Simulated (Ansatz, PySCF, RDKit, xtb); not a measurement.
**CH5AlCl2O: ranking a sample of isomers**

Which of a sample of isomers of CH5AlCl2O is the most stable in the gas at 298.15 K, and what are its properties? The sample is small against all isomers, and the most stable one of this formula need not be in it.

The funnel: GFN2-xTB relaxations, single points with a density functional, relaxations at PBE0-D4/def2-SVP, harmonic vibrations, and a last energy at a higher level. All values are calculated.

### Step 1. Possible bonding patterns

Isomers were drawn by moving bonds and hydrogen atoms under normal valences; this is a sample, not all of them. O–O, O–halogen and N–halogen bonds and N–N–N chains are not drawn. That gives 5 candidates.

```tsv
label	SMILES	spin
c255	[CH3][Al-]([OH2+])([Cl])[Cl]	singlet
c484	C[OH+][AlH-]([Cl])[Cl]	singlet
c782	[OH2+][Al@H-]([Cl])[CH2]Cl	singlet
c844	[OH2+][AlH2-][CH](Cl)Cl	singlet
c889	[OH2+][CH2][AlH-]([Cl])[Cl]	singlet
```

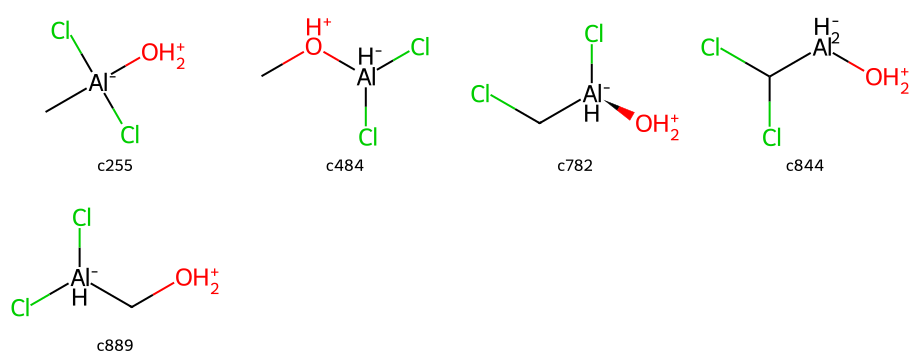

Structural formulas of the candidates.

Candidates are built by distance geometry, with a force field where one applies, in up to four conformers (letters a to d).

### Step 2. First filter: tight binding

All 10 starts are relaxed the same way. One of them, c889a (drawn by moving bonds, embedded by distance geometry and UFF), in full:

File start.xyz:

```xyz
10
c889a
C      0.459647     0.129154     1.151039
Al     2.175624     0.720963     0.271375
Cl     2.395502    -0.481094    -1.618899
Cl     2.046581     2.807214    -0.195072
O     -0.659823     0.575060     0.400472
H     -0.718130    -0.053489    -0.375949
H     -1.455522     0.302811     0.920800
H      0.475886    -0.902767     1.347770
H      0.416132     0.634117     2.161234
H      3.405858     0.364222     1.240395
```

On the command line:

```
xtb start.xyz --gfn 2 --opt
```

What it wrote, cut to the lines that bear on the results:

```text
* xtb version 6.7.1
[...]
          :  # basis functions                  43          :
[...]
          :  # electrons                        32          :
[...]
          :  Hamiltonian                  GFN2-xTB          :
[...]
          :  net charge                          0          :
          :  unpaired electrons                  0          :
[...]
   *** convergence criteria satisfied after 15 iterations ***
[...]
   *** GEOMETRY OPTIMIZATION CONVERGED AFTER 54 ITERATIONS ***
[...]
   *** convergence criteria satisfied after 3 iterations ***
[...]
         ::                     SUMMARY                     ::
         :::::::::::::::::::::::::::::::::::::::::::::::::::::
         :: total energy             -19.008661916072 Eh    ::
         :: gradient norm              0.000864278831 Eh/a0 ::
         :: HOMO-LUMO gap              7.127166749767 eV    ::
         ::.................................................::
         :: SCC energy               -19.095430831908 Eh    ::
         :: -> isotropic ES            0.067788852996 Eh    ::
         :: -> anisotropic ES         -0.006683286472 Eh    ::
         :: -> anisotropic XC         -0.006566074191 Eh    ::
         :: -> dispersion             -0.007028635538 Eh    ::
         :: repulsion energy           0.086768915836 Eh    ::
         :: add. restraining           0.000000000000 Eh    ::
         :: total charge              -0.000000000000 e     ::
         :::::::::::::::::::::::::::::::::::::::::::::::::::::
[...]
        16        2.0000           -0.4051496             -11.0247 (HOMO)
        17                         -0.1432310              -3.8975 (LUMO)
[...]
          | TOTAL ENERGY              -19.008661916072 Eh   |
          | GRADIENT NORM               0.000864278831 Eh/α |
          | HOMO-LUMO GAP               7.127166749767 eV   |
           -------------------------------------------------
[...]
```

Wall time 0.34 s (2 threads of Arm Neoverse V1, shared host).

### Step 3. The minima found

10 of the 10 relaxations converged; 3 ended on a minimum already found. 7 distinct structures remain:

```tsv
label	start	SMILES after	spin	energy (kcal/mol)	note
c484a	drawn	C[OH+][AlH-]([Cl])[Cl]	singlet	0.0	
c255b	drawn	[CH3][Al-]([OH2+])([Cl])[Cl]	singlet	13.6	
c782a	drawn	[OH2+][Al@H-]([Cl])[CH2]Cl	singlet	48.3	
c889a	drawn	[OH2+][CH2][AlH-]([Cl])[Cl]	singlet	52.8	
c889b	drawn	[OH2+][CH2][AlH-]([Cl])[Cl]	singlet	59.7	
c844a	drawn	[OH2][AlH2]1[Cl][CH]1[Cl] ‡	singlet	87.3	bonds changed
c844b	drawn	[OH2][AlH2]1[Cl][CH]1[Cl] ‡	singlet	87.6	bonds changed
```

‡ marks the bonded skeleton alone, with all bonds drawn single: no Lewis structure was assigned that passes a check against the bond lengths.

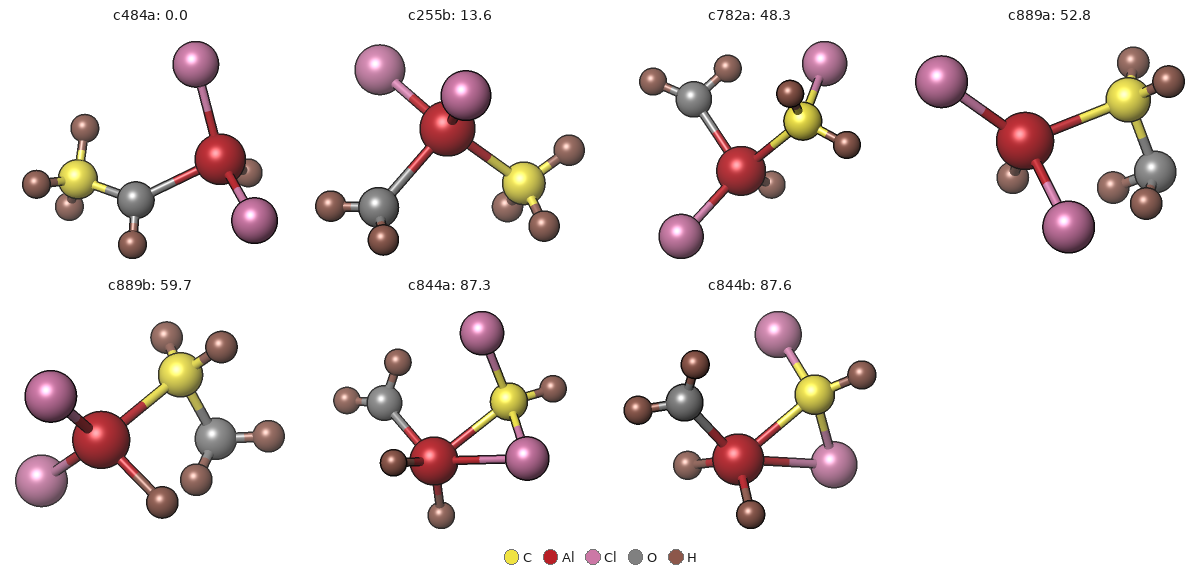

The 7 lowest minima that did not fall apart, with their GFN2-xTB energies in kcal/mol.

### Step 4. Single points on the low minima

A choice of the minima (the low ones first, few conformers of a pattern, up to a cap) and the lowest that fell apart get a single point at r2SCAN-D4/def2-SVP on the tight-binding geometry, and one at HF/STO-3G for comparison. The lowest singlets are also tried as triplets at the same geometry (label ending in t). The first, c255b:

File input.yaml:

```yaml
crystal:
  periodic: [false, false, false]
  atoms:
    - {symbol: C, position_ang: [-1.116414, -0.476947, 0.627149]}
    - {symbol: Al, position_ang: [0.107649, 1.055296, 0.260217]}
    - {symbol: Cl, position_ang: [1.261654, 1.798822, 1.797638]}
    - {symbol: Cl, position_ang: [-0.433499, 2.345025, -1.256702]}
    - {symbol: O, position_ang: [1.609454, 0.078940, -0.690513]}
    - {symbol: H, position_ang: [-1.403126, -1.019306, -0.275806]}
    - {symbol: H, position_ang: [-0.694073, -1.208424, 1.317862]}
    - {symbol: H, position_ang: [-2.052379, -0.142693, 1.079433]}
    - {symbol: H, position_ang: [2.517920, 0.119502, -0.372556]}
    - {symbol: H, position_ang: [1.578713, -0.194311, -1.613267]}
basis:
  gaussian:
    orbitals: def2-SVP
hamiltonian:
  xc: r2scan
  dispersion: d4
scf:
  lower_state_search: off
output:
  orbitals: {seedname: orbitals}
```

On the command line:

```
ansatz run input.yaml --threads 2 --pin off --max-ram 5220MiB --events-out events.jsonl --progress --plain --runs-dir runs
```

What it wrote, cut to the lines that bear on the results:

```text
Warning: RAYON_NUM_THREADS=2 ignored (pool sized by the plan → 2); use --threads N
Functional definition: r2SCAN
  name "r2SCAN"
[...]
1174 factors; their error is unknown
[...]
mean field -34796.72020630 eV, -1278.7558815173 hartree, gradient 3.6e-6 eV, S^2 0.000000; 0 other end points of the search recorded, 0 dependent functions left out
reference -34796.72021680 eV, -1278.7558819034 hartree; 33, 33 occupied and 74, 74 virtual orbitals, 1174 factors
Total energy: -34796.78050454 eV, -1278.7580974371 hartree
Checks for a lower state left out: stability, starts, cluster_reference, orbital_swaps, neighbouring_geometries, increment
```

Run time: 2.3 s. Hardware: 2 threads of Arm Neoverse V1, shared host.

Relative energies in kcal/mol, each column from its lowest structure that stays in one piece:

```tsv
label	SMILES	spin	GFN2-xTB	HF/STO-3G	r2SCAN-D4/def2-SVP
c255b	[CH3][Al-]([OH2+])([Cl])[Cl]	singlet	13.6	0.0	0.0
c484a	C[OH+][AlH-]([Cl])[Cl]	singlet	0.0	10.2	20.4
c782a	[OH2+][Al@H-]([Cl])[CH2]Cl	singlet	48.3	70.1	60.9
c889a	[OH2+][CH2][AlH-]([Cl])[Cl]	singlet	52.8	80.0	68.7
c255bt	[CH3][Al-]([OH2+])([Cl])[Cl]	triplet	–	–	156.0
c484at	C[OH+][AlH-]([Cl])[Cl]	triplet	–	–	181.5
c782at	[OH2+][Al@H-]([Cl])[CH2]Cl	triplet	–	–	190.9
```

### Step 5. Patterns that tight binding lost

Some ordinary bonding patterns rearranged or fell apart under GFN2-xTB. Their starts are relaxed at r2SCAN-D4/def2-SVP instead (label ending in r). The first, c844ar:

File input.yaml:

```yaml
crystal:
  periodic: [false, false, false]
  atoms:
    - {symbol: C, position_ang: [2.038729, 1.608030, 0.393598]}
    - {symbol: Al, position_ang: [1.184805, -0.151244, -0.035266]}
    - {symbol: Cl, position_ang: [3.800409, 1.384554, 0.320349]}
    - {symbol: Cl, position_ang: [1.524643, 2.163237, 2.034422]}
    - {symbol: O, position_ang: [1.561101, -1.357093, 1.343110]}
    - {symbol: H, position_ang: [2.577880, -1.510101, 1.309155]}
    - {symbol: H, position_ang: [1.196972, -2.173874, 1.010917]}
    - {symbol: H, position_ang: [-0.375862, 0.040188, -0.181588]}
    - {symbol: H, position_ang: [1.773275, -0.706048, -1.388774]}
    - {symbol: H, position_ang: [1.742376, 2.327983, -0.370085]}
basis:
  gaussian:
    orbitals: def2-SVP
hamiltonian:
  xc: {name: r2SCAN}
  dispersion: d4
scf:
  lower_state_search: off
output:
  orbitals: {seedname: orbitals}
relax:
  f_tol: 0.01
```

On the command line:

```
ansatz run input.yaml --threads 2 --pin off --max-ram 5220MiB --events-out events.jsonl --progress --plain --runs-dir runs
```

What it wrote, cut to the lines that bear on the results:

```text
Warning: RAYON_NUM_THREADS=2 ignored (pool sized by the plan → 2); use --threads N
[...]
Functional definition: r2SCAN
  name "r2SCAN"
[...]
1174 factors; their error is unknown
[...]
mean field -34791.21700092 eV, -1278.5536424500 hartree, gradient 4.3e-6 eV, S^2 0.000000; 0 other end points of the search recorded, 0 dependent functions left out
[...]
reference -34791.21701212 eV, -1278.5536428614 hartree; 33, 33 occupied and 74, 74 virtual orbitals, 1174 factors
[...]
Atom 6 at     1.804858    -2.194236     0.959275 Å, force     0.001717    -0.002269     0.001855 eV/Å
Atom 7 at    -0.647770    -0.019623     0.022497 Å, force     0.002128     0.000043     0.000095 eV/Å
Atom 8 at     1.493988    -0.771551    -1.579576 Å, force    -0.000686    -0.000419    -0.000234 eV/Å
Atom 9 at     2.202405     2.321647    -0.287606 Å, force     0.002238    -0.002418     0.000776 eV/Å
Dipole moment:     0.314932    -0.575654     0.115641 e Å
Checks for a lower state left out: stability, starts, cluster_reference, orbital_swaps, neighbouring_geometries, increment
```

Run time: 32 s. Hardware: 2 threads of Arm Neoverse V1, shared host.

Energies at r2SCAN-D4/def2-SVP after that relaxation, from the lowest structure of the screen (which was not relaxed at this level):

```tsv
label	SMILES	spin	energy (kcal/mol)
c844ar	[OH2+][AlH2-][CH](Cl)Cl	singlet	109.8
```

### Step 6. Relaxing the best candidates

3 candidates are relaxed at PBE0-D4/def2-SVP (chosen among the lowest in one piece). The first, c255b:

File input.yaml:

```yaml
basis:
  gaussian:
    orbitals: def2-SVP
crystal:
  periodic: [false, false, false]
  atoms:
    - {symbol: C, position_ang: [-1.116414, -0.476947, 0.627149]}
    - {symbol: Al, position_ang: [0.107649, 1.055296, 0.260217]}
    - {symbol: Cl, position_ang: [1.261654, 1.798822, 1.797638]}
    - {symbol: Cl, position_ang: [-0.433499, 2.345025, -1.256702]}
    - {symbol: O, position_ang: [1.609454, 0.078940, -0.690513]}
    - {symbol: H, position_ang: [-1.403126, -1.019306, -0.275806]}
    - {symbol: H, position_ang: [-0.694073, -1.208424, 1.317862]}
    - {symbol: H, position_ang: [-2.052379, -0.142693, 1.079433]}
    - {symbol: H, position_ang: [2.517920, 0.119502, -0.372556]}
    - {symbol: H, position_ang: [1.578713, -0.194311, -1.613267]}
hamiltonian:
  xc: {name: PBE0}
  dispersion: d4
scf:
  lower_state_search: off
relax:
  f_tol: 0.003
```

On the command line:

```
ansatz run input.yaml --threads 2 --pin off --max-ram 5220MiB --events-out events.jsonl --progress --plain --runs-dir runs
```

What it wrote, cut to the lines that bear on the results:

```text
Warning: RAYON_NUM_THREADS=2 ignored (pool sized by the plan → 2); use --threads N
[...]
Functional definition: PBE0
  name "PBE0"
[...]
1089 factors; integrals over basis functions are off by at most 3.9e-4 eV
[...]
mean field -34785.76875987 eV, -1278.3534232845 hartree, gradient 4.1e-6 eV, S^2 0.000000; 0 other end points of the search recorded, 0 dependent functions left out
[...]
Atom 6 at    -0.763648    -1.258636     1.369566 Å, force    -0.000755    -0.000435    -0.000446 eV/Å
Atom 7 at    -2.046746    -0.043896     1.201082 Å, force     0.001960    -0.001167    -0.001133 eV/Å
Atom 8 at     2.439706     0.191903    -0.244313 Å, force    -0.001169    -0.000129     0.000296 eV/Å
Atom 9 at     1.717345     0.384743    -1.612957 Å, force    -0.000066    -0.000693    -0.000008 eV/Å
Dipole moment:     0.544369    -0.517662    -0.359236 e Å
Checks for a lower state left out: stability, starts, cluster_reference, orbital_swaps, neighbouring_geometries, increment
```

Wall time 35 s (2 threads of Arm Neoverse V1, shared host).

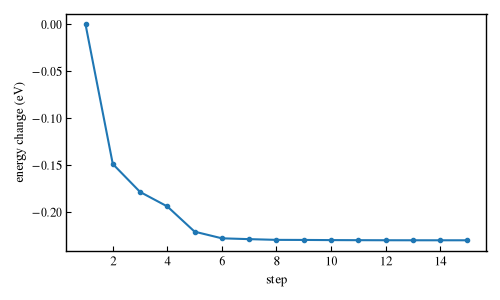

Energy along the run, all evaluated steps.

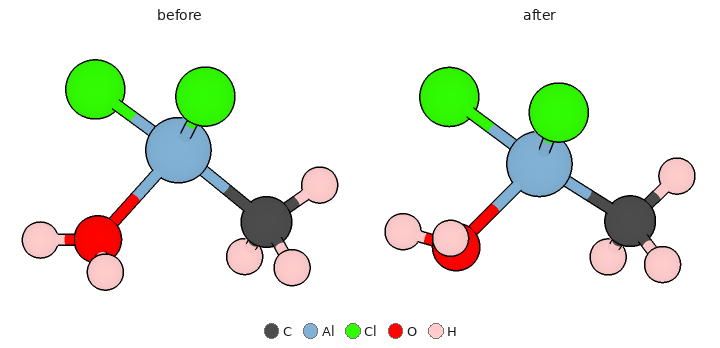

Before and after, at one scale.

After the run. Bond lengths: C1–Al2 1.935 Å, Al2–Cl3 2.146 Å, Al2–Cl4 2.146 Å, Al2–O5 1.991 Å, C1–H6 1.102 Å, C1–H7 1.102 Å, C1–H8 1.102 Å, O5–H9 0.972 Å, O5–H10 0.972 Å. Some angles: C1–Al2–Cl3 119.5°, C1–Al2–Cl4 119.5°, C1–Al2–O5 109.5°, Cl3–Al2–Cl4 113.8°, Cl3–Al2–O5 93.4°, Cl4–Al2–O5 93.4°, Al2–C1–H6 111.7°, Al2–C1–H7 111.7°, Al2–C1–H8 110.6°, Al2–O5–H9 106.5°.

### Step 7. Ranking at PBE0-D4/def2-SVP

```tsv
label	spin	r2SCAN-D4/def2-SVP (kcal/mol)	PBE0-D4/def2-SVP, relaxed (kcal/mol)	time
c255b	singlet	0.0	0.0	35 s
c484a	singlet	20.4	19.7	66 s
c782a	singlet	60.9	54.3	74 s
```

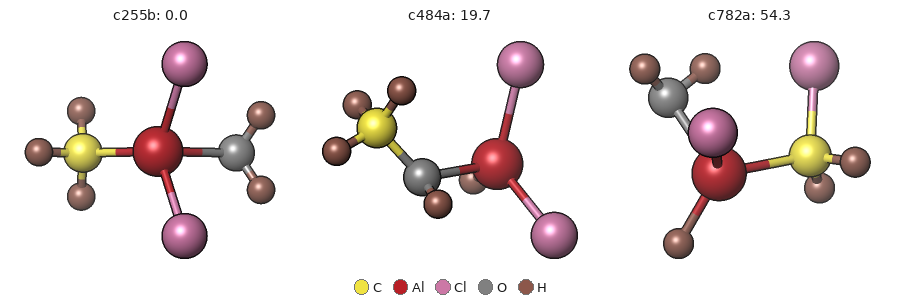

The relaxed structures, with energies at PBE0-D4/def2-SVP in kcal/mol.

### Step 8. Are they minima? Harmonic frequencies

The lowest few in one piece go on as finalists. Harmonic vibrations at PBE0-D4/def2-SVP test each finalist and give the zero-point energy and the thermal terms. The first, c255b:

File input.yaml:

```yaml
crystal:
  periodic: [false, false, false]
  atoms:
    - {symbol: C, position_ang: [-1.191839, -0.509727, 0.684088]}
    - {symbol: Al, position_ang: [0.111759, 0.829451, 0.183983]}
    - {symbol: Cl, position_ang: [1.361644, 1.701847, 1.695066]}
    - {symbol: Cl, position_ang: [-0.302239, 2.143085, -1.462194]}
    - {symbol: O, position_ang: [1.640661, -0.044361, -0.744395]}
    - {symbol: H, position_ang: [-1.590744, -1.038506, -0.196470]}
    - {symbol: H, position_ang: [-0.763648, -1.258636, 1.369566]}
    - {symbol: H, position_ang: [-2.046746, -0.043896, 1.201082]}
    - {symbol: H, position_ang: [2.439706, 0.191903, -0.244313]}
    - {symbol: H, position_ang: [1.717345, 0.384743, -1.612957]}
basis:
  gaussian:
    orbitals: def2-SVP
phonons: {}
hamiltonian:
  xc: {name: PBE0}
  dispersion: d4
scf:
  lower_state_search: "off"
```

On the command line:

```
ansatz run input.yaml --threads 2 --pin off --max-ram 5220MiB --events-out events.jsonl --progress --plain --runs-dir runs
```

What it wrote, cut to the lines that bear on the results:

```text
Warning: RAYON_NUM_THREADS=2 ignored (pool sized by the plan → 2); use --threads N
Functional definition: PBE0
  name "PBE0"
[...]
1087 factors; integrals over basis functions are off by at most 3.9e-4 eV
[...]
mean field -34785.99946615 eV, -1278.3619015836 hartree, gradient 2.9e-6 eV, S^2 0.000000; 0 other end points of the search recorded, 0 dependent functions left out
[...]
Atom 9 at     1.717345     0.384743    -1.612957 Å, force    -0.000059    -0.000703     0.000020 eV/Å
Dipole moment:     0.544368    -0.517662    -0.359238 e Å
Vibrations: 87.85 121.01 126.59 152.89 170.56 194.11 268.40 411.18 428.08 506.13 565.22 646.91 670.35 709.61 737.68 1219.88 1421.13 1424.68 1601.31 3051.36 3152.81 3157.89 3749.99 3838.90 cm⁻¹, zero-point energy 1.761475 eV
Checks for a lower state left out: stability, starts, cluster_reference, orbital_swaps, neighbouring_geometries, increment
```

Wall time 1.8 min (2 threads of Arm Neoverse V1, shared host).

### Step 9. Zero-point energy and free-energy terms

At 298.15 K and 1 atm, ideal gas, rigid rotor and harmonic oscillator:

```tsv
label	SMILES	spin	point group	lowest mode (cm⁻¹)	zero-point (kcal/mol)	G − E (kcal/mol)
c255b	[CH3][Al-]([OH2+])([Cl])[Cl]	singlet	Cs	88	40.6	19.3
c484a	C[OH+][AlH-]([Cl])[Cl]	singlet	C1	62	40.8	19.2
c782a	[OH2+][Al@H-]([Cl])[CH2]Cl	singlet	C1	44	39.4	18.1
```

Chiral structures get −RT ln 2 for their mirror image.

### Step 10. Energies at the top level

Single points at CCSD(T)/def2-SVP + MP2/def2-TZVPP - MP2/def2-SVP on the refined geometries decide the order.

c255b, CCSD(T)/def2-SVP:

File input.yaml:

```yaml
crystal:
  periodic: [false, false, false]
  atoms:
    - symbol: C
      position_ang: [-1.191839, -0.509727, 0.684088]
    - symbol: Al
      position_ang: [0.111759, 0.829451, 0.183983]
    - symbol: Cl
      position_ang: [1.361644, 1.701847, 1.695066]
    - symbol: Cl
      position_ang: [-0.302239, 2.143085, -1.462194]
    - symbol: O
      position_ang: [1.640661, -0.044361, -0.744395]
    - symbol: H
      position_ang: [-1.590744, -1.038506, -0.196470]
    - symbol: H
      position_ang: [-0.763648, -1.258636, 1.369566]
    - symbol: H
      position_ang: [-2.046746, -0.043896, 1.201082]
    - symbol: H
      position_ang: [2.439706, 0.191903, -0.244313]
    - symbol: H
      position_ang: [1.717345, 0.384743, -1.612957]
basis:
  gaussian:
    orbitals: def2-SVP
correlation:
  method: ccsd_t
  frozen_orbitals: {H: 0, O: 1, Al: 5, C: 1, Cl: 5}
```

On the command line:

```
ansatz run input.yaml --threads 2 --pin off --max-ram 5220MiB --events-out events.jsonl --progress --plain --runs-dir runs
```

What it wrote, cut to the lines that bear on the results:

```text
Warning: RAYON_NUM_THREADS=2 ignored (pool sized by the plan → 2); use --threads N
Functional definition: HF
  name "HF"
[...]
1014 factors; integrals over basis functions are off by at most 1.1e-3 eV
[...]
mean field -34730.05387096 eV, -1276.3059388818 hartree, gradient 1.7e-6 eV, S^2 0.000000; 0 other end points of the search recorded, 0 dependent functions left out
17 core orbitals not correlated: weight in the atoms' cores, before any rotation towards them, 1.000 or more for the frozen orbitals, at most 0.000 for the correlated occupied ones
reference -34730.05387096 eV, -1276.3059388818 hartree; 16, 16 occupied and 74, 74 virtual orbitals, 1014 factors
second order -18.30089520 eV of doubles, -0.00000000 eV of singles
cycle   1  -19.26904356 eV  change   -9.7e-1 eV  update   7.6e-2
[...]
cycle   8  -19.70449342 eV  change   -1.1e-5 eV  update   1.8e-5
perturbative correction -0.40868968 eV, -0.0150190689 hartree
Total energy: -34750.16705407 eV, -1277.0450847278 hartree
```

Run time: 7.5 s. Hardware: 2 threads of Arm Neoverse V1, shared host.

### Step 11. c255b at MP2/def2-TZVPP

Changes to input.yaml since step 10:

```diff
@@ -24,6 +24,3 @@
 basis:
-  gaussian:
-    orbitals: def2-SVP
-correlation:
-  method: ccsd_t
-  frozen_orbitals: {H: 0, O: 1, Al: 5, C: 1, Cl: 5}
+  gaussian: {orbitals: def2-TZVPP}
+correlation: {method: mp2, frozen_orbitals: {H: 0, O: 1, Al: 5, C: 1, Cl: 5}}
```

On the command line:

```
ansatz run input.yaml --threads 2 --pin off --max-ram 5220MiB --events-out events.jsonl --progress --plain --runs-dir runs
```

What it wrote, cut to the lines that bear on the results:

```text
Warning: RAYON_NUM_THREADS=2 ignored (pool sized by the plan → 2); use --threads N
Functional definition: HF
  name "HF"
[...]
1522 factors; integrals over basis functions are off by at most 8.3e-4 eV
[...]
mean field -34744.65938547 eV, -1276.8426816400 hartree, gradient 2.8e-6 eV, S^2 0.000000; 0 other end points of the search recorded, 0 dependent functions left out
17 core orbitals not correlated: weight in the atoms' cores, before any rotation towards them, 1.000 or more for the frozen orbitals, at most 0.000 for the correlated occupied ones
reference -34744.65938547 eV, -1276.8426816400 hartree; 16, 16 occupied and 225, 225 virtual orbitals, 1522 factors
second order -24.30478832 eV of doubles, -0.00000000 eV of singles
Total energy: -34768.96417379 eV, -1277.7358661364 hartree
```

Wall time 6.3 s (2 threads of Arm Neoverse V1, shared host); peak memory 0.62 GiB.

### Step 12. c484a at CCSD(T)/def2-SVP

File input.yaml:

```yaml
crystal:
  periodic: [false, false, false]
  atoms:
    - symbol: C
      position_ang: [1.089329, 0.078820, 0.416169]
    - symbol: Al
      position_ang: [-0.451271, 1.596067, -1.707512]
    - symbol: Cl
      position_ang: [-0.319742, 0.562386, -3.582003]
    - symbol: Cl
      position_ang: [1.120618, 2.991022, -1.345946]
    - symbol: O
      position_ang: [0.242225, 0.044452, -0.736007]
    - symbol: H
      position_ang: [2.063738, 0.522565, 0.169296]
    - symbol: H
      position_ang: [1.203730, -0.939174, 0.811533]
    - symbol: H
      position_ang: [0.587148, 0.703633, 1.163942]
    - symbol: H
      position_ang: [0.555614, -0.578569, -1.411929]
    - symbol: H
      position_ang: [-1.870550, 1.919005, -1.109203]
basis:
  gaussian:
    orbitals: def2-SVP
correlation:
  method: ccsd_t
  frozen_orbitals: {H: 0, O: 1, Al: 5, C: 1, Cl: 5}
```

On the command line:

```
ansatz run input.yaml --threads 2 --pin off --max-ram 5220MiB --events-out events.jsonl --progress --plain --runs-dir runs
```

What it wrote, cut to the lines that bear on the results:

```text
Warning: RAYON_NUM_THREADS=2 ignored (pool sized by the plan → 2); use --threads N
Functional definition: HF
  name "HF"
[...]
1011 factors; integrals over basis functions are off by at most 1.2e-3 eV
[...]
mean field -34729.41319723 eV, -1276.2823945563 hartree, gradient 2.1e-6 eV, S^2 0.000000; 0 other end points of the search recorded, 0 dependent functions left out
17 core orbitals not correlated: weight in the atoms' cores, before any rotation towards them, 1.000 or more for the frozen orbitals, at most 0.000 for the correlated occupied ones
reference -34729.41319723 eV, -1276.2823945563 hartree; 16, 16 occupied and 74, 74 virtual orbitals, 1011 factors
second order -18.08747896 eV of doubles, -0.00000000 eV of singles
cycle   1  -19.10190285 eV  change    -1.0e0 eV  update   8.1e-2
[...]
cycle   8  -19.58850422 eV  change   -3.1e-6 eV  update   1.9e-5
perturbative correction -0.40241106 eV, -0.0147883338 hartree
Total energy: -34749.40411251 eV, -1277.0170471426 hartree
```

Wall time 7.8 s (2 threads of Arm Neoverse V1, shared host).

[end of part 1 of 2]
